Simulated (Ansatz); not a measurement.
**CH3BCl (SMILES C[B]Cl): UHF/STO-3G**

Aim: the vertical ionisation energy of CH3BCl at UHF/STO-3G, from 2 runs. 

The calculation is run with Ansatz 0.2.0.

70 further runs of the same task are left out: 70 set aside as unsound or not needed.

### 1 The molecule

CH3BCl: 6 atoms, total charge 0, spin state doublet. SMILES: `C[B]Cl`. The coordinates come from a PBE0-D4/def2-TZVP relaxation.

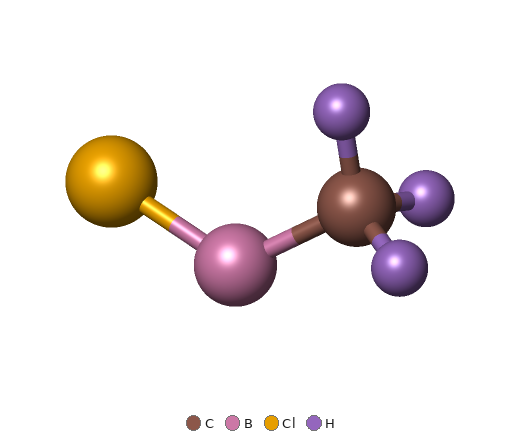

Viewed from a chosen angle; carbon brown, boron pink, chlorine amber, hydrogen purple.

### 2 The energy at UHF/STO-3G

Input file job.yaml:

```yaml
crystal:
  periodic: [false, false, false]
  atoms:
    - symbol: C
      position_ang: [-0.289900, 0.325200, -0.312400]
    - symbol: B
      position_ang: [0.195300, -1.059500, 0.167700]
    - symbol: Cl
      position_ang: [1.467800, -1.355700, 1.297800]
    - symbol: H
      position_ang: [-1.073500, 0.641700, 0.390700]
    - symbol: H
      position_ang: [0.494200, 1.088800, -0.289700]
    - symbol: H
      position_ang: [-0.752000, 0.295400, -1.300400]
basis:
  gaussian: {orbitals: STO-3G}
hamiltonian: {xc: hf}
accuracy: high
magnetization: {spin_polarized: true, initial_magnetization: 1}
output: {orbitals: {seedname: orbitals}}
```

Started as:

```console
$ ansatz run job.yaml --threads 1 --pin off --max-ram 3480MiB --events-out events.jsonl --progress --plain --runs-dir runs
```

Standard output:

```text
Warning: RAYON_NUM_THREADS=1 ignored (pool sized by the plan → 1); use --threads N
Functional definition: HF
  name "HF"
  exchange = exact_x
  correlation = 0
396 factors; integrals over basis functions are off by at most 1.9e-8 eV
mean field evaluation 1: about -14095.7309 eV, gradient 1.1e1 eV
mean field evaluation 2: about -14095.8138 eV, gradient 1.1e1 eV
mean field evaluation 4: about -14097.4445 eV, gradient 1.5e0 eV
mean field evaluation 8: about -14097.4935 eV, gradient 1.9e-2 eV
mean field -14097.49349944 eV, -518.0733304802 hartree, gradient 2.8e-8 eV, S^2 0.752352; 0 other end points of the search recorded, 0 dependent functions left out
reference -14097.49349944 eV, -518.0733304802 hartree; 16, 15 occupied and 6, 7 virtual orbitals, 396 factors
Total energy: -14097.49349944 eV, -518.0733304802 hartree
```

Run time: 0.16 s. Hardware: 1 thread of Arm Neoverse V1, shared host.

### 3 The singlet cation at the same level

Input file input.yaml:

```yaml
crystal:
  periodic: [false, false, false]
  atoms:
    - symbol: C
      position_ang: [-0.289900, 0.325200, -0.312400]
    - symbol: B
      position_ang: [0.195300, -1.059500, 0.167700]
    - symbol: Cl
      position_ang: [1.467800, -1.355700, 1.297800]
    - symbol: H
      position_ang: [-1.073500, 0.641700, 0.390700]
    - symbol: H
      position_ang: [0.494200, 1.088800, -0.289700]
    - symbol: H
      position_ang: [-0.752000, 0.295400, -1.300400]
basis:
  gaussian:
    orbitals: STO-3G
total_charge: 1
hamiltonian:
  xc: hf
accuracy: high
output: {orbitals: {seedname: orbitals}}
```

Started as:

```console
$ ansatz run input.yaml --threads 1 --pin off --max-ram 3480MiB --events-out events.jsonl --progress --plain --runs-dir runs
```

Standard output:

```text
Warning: RAYON_NUM_THREADS=1 ignored (pool sized by the plan → 1); use --threads N
Functional definition: HF
  name "HF"
  exchange = exact_x
  correlation = 0
396 factors; integrals over basis functions are off by at most 1.9e-8 eV
mean field evaluation 1: about -14087.8438 eV, gradient 2.4e1 eV
mean field evaluation 2: about -14087.8931 eV, gradient 2.4e1 eV
mean field evaluation 4: about -14090.6538 eV, gradient 1.8e0 eV
mean field evaluation 8: about -14090.6731 eV, gradient 3.8e-2 eV
mean field -14090.67313587 eV, -517.8226867420 hartree, gradient 1.5e-8 eV, S^2 0.000000; 0 other end points of the search recorded, 0 dependent functions left out
reference -14090.67313587 eV, -517.8226867420 hartree; 15, 15 occupied and 7, 7 virtual orbitals, 396 factors
Total energy: -14090.67313587 eV, -517.8226867420 hartree
```

Run time: 0.14 s. Hardware: 1 thread of Arm Neoverse V1, shared host.

### 4 Results

At UHF/STO-3G:

| quantity | value |
| --- | --- |
| doublet CH3BCl: total energy | -518.07333 Eh |
| doublet CH3BCl: HOMO energy (highest over α and β) | -7.71 eV |
| doublet CH3BCl: LUMO energy (lowest over α and β) | 6.05 eV |
| doublet CH3BCl: ⟨S²⟩ | 0.752 |
| singlet cation: total energy | -517.82269 Eh |
| singlet cation: HOMO energy | -19.25 eV |
| singlet cation: LUMO energy | -5.46 eV |
| singlet cation: HOMO–LUMO gap | 13.79 eV |
| vertical ionisation energy (to the singlet cation) | 6.820 eV |

**Reading.** Removing an electron at fixed nuclei costs 6.82 eV (157 kcal/mol). Only the singlet of the ionised species was computed; a triplet could lie lower. In a minimal basis such a difference can be off by several eV, whatever the method.
